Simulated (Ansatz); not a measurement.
# Two runs on C3H9GeN

System: C3H9GeN, SMILES C=CC[NH][GeH3].
Method of run A: RKS B2PLYP (frozen core)/def2-TZVPP (Ansatz 0.2.0).

The geometry comes from this level: PBE0-D4/def2-TZVP. Text and figures count atoms from 1; the logs count them from 0 in places.

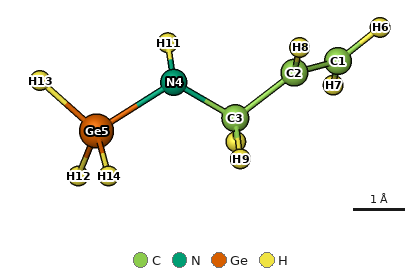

Fig. 1: The structure (ball-and-stick view, seen at an oblique angle; atoms are numbered from 1 in the order of the input). Sticks mark near contacts. Bond lengths as drawn: C–C 1.33 to 1.49 Å, C–H 1.08 to 1.10 Å, C–N 1.45 Å, Ge–H 1.54 to 1.55 Å, Ge–N 1.84 Å and H–N 1.01 Å.

**The input, run A**
```yaml
crystal:
  periodic: [false, false, false]
  atoms:
    - {symbol: C, position_ang: [0.020435, 0.596802, -2.628725]}
    - {symbol: C, position_ang: [-0.577022, 0.093204, -1.558366]}
    - {symbol: C, position_ang: [-0.226440, 0.452671, -0.151863]}
    - {symbol: N, position_ang: [0.130431, -0.734844, 0.606383]}
    - {symbol: Ge, position_ang: [0.258855, -0.604474, 2.436538]}
    - {symbol: H, position_ang: [-0.265001, 0.303828, -3.632372]}
    - {symbol: H, position_ang: [0.817052, 1.329376, -2.536687]}
    - {symbol: H, position_ang: [-1.362749, -0.650849, -1.667889]}
    - {symbol: H, position_ang: [-1.104398, 0.903670, 0.328957]}
    - {symbol: H, position_ang: [0.556638, 1.227124, -0.161657]}
    - {symbol: H, position_ang: [0.910762, -1.215768, 0.179251]}
    - {symbol: H, position_ang: [1.274550, 0.467140, 2.903317]}
    - {symbol: H, position_ang: [0.689027, -1.982937, 2.957856]}
    - {symbol: H, position_ang: [-1.134940, -0.214043, 2.954154]}
basis:
  gaussian: {orbitals: def2-TZVPP}
hamiltonian: {xc: {name: B2PLYP}}
```

Launched with:
```bash
ansatz run in.yaml --threads 4 --pin off --events-out ev --progress --plain --max-ram 11315MiB
```

Hardware: 4 threads of Intel Xeon @ 2.50GHz, 31 GiB of memory available, shared host.

**Output (run A)**
```
Functional definition: B2PLYP
  parameter a = 0.53
  parameter c = 0.27
  exchange = (1 - a)*b88_x + a*exact_x
  correlation = (1 - c)*lyp_c + c*(mp2_os + mp2_ss)
1769 factors; integrals over basis functions are off by at most 8.8e-4 eV
mean field evaluation 1: about -61237.1292 eV, gradient 5.6e1 eV
mean field evaluation 2: about -61237.2748 eV, gradient 5.6e1 eV
mean field evaluation 4: about -61243.8717 eV, gradient 8.1e0 eV
mean field evaluation 8: about -61244.0132 eV, gradient 4.4e-1 eV
mean field evaluation 16: about -61244.0136 eV, gradient 2.4e-4 eV
mean field -61244.01360288 eV, -2250.6759872223 hartree, gradient 1.9e-6 eV, S^2 0.000000; 0 other end points of the search recorded, 0 dependent functions left out
13 core orbitals not correlated: weight in the atoms' cores, before any rotation towards them, 1.000 or more for the frozen orbitals, at most 0.000 for the correlated occupied ones
reference -61244.01380511 eV, -2250.6759946541 hartree; 20, 20 occupied and 265, 265 virtual orbitals, 1769 factors
second order -32.21843717 eV of doubles, -0.00000000 eV of singles
Total energy: -61252.71278314 eV, -2250.9956762005 hartree
```

The input of run B differs as follows (lines with − go, lines with + come):
```diff
-hamiltonian: {xc: {name: B2PLYP}}
+hamiltonian: {xc: {name: PBE-QIDH}}
```

How does run B compare with run A?

The total energies belong to different methods, so their difference says nothing on which is more stable or more accurate. The functional changes from B2PLYP to PBE-QIDH.

**Output (run B)**
```
Functional definition: PBE-QIDH
  parameter a = 3^(-1/3)
  parameter c = 1/3
  exchange = (1 - a)*pbe_x + a*exact_x
  correlation = (1 - c)*pbe_c + c*(mp2_os + mp2_ss)
1769 factors; integrals over basis functions are off by at most 8.8e-4 eV
mean field evaluation 1: about -61229.4400 eV, gradient 4.7e1 eV
mean field evaluation 2: about -61229.6266 eV, gradient 4.7e1 eV
mean field evaluation 4: about -61234.5048 eV, gradient 5.7e0 eV
mean field evaluation 8: about -61234.5792 eV, gradient 2.5e-1 eV
mean field evaluation 16: about -61234.5794 eV, gradient 2.5e-4 eV
mean field -61234.57941928 eV, -2250.3292873699 hartree, gradient 6.0e-6 eV, S^2 0.000000; 0 other end points of the search recorded, 0 dependent functions left out
13 core orbitals not correlated: weight in the atoms' cores, before any rotation towards them, 1.000 or more for the frozen orbitals, at most 0.000 for the correlated occupied ones
reference -61234.57943428 eV, -2250.3292879210 hartree; 20, 20 occupied and 265, 265 virtual orbitals, 1769 factors
second order -29.89733115 eV of doubles, -0.00000000 eV of singles
Total energy: -61244.54521133 eV, -2250.6955234725 hartree
```

**The two runs side by side**

| quantity | run A | run B |
| --- | --- | --- |
| outcome | converged | converged |
| total energy (hartree) | −2250.995676 | −2250.695523 |
| basis functions | 298 | 298 |
| wall time (shared host) | 9.5 s | 9.5 s |
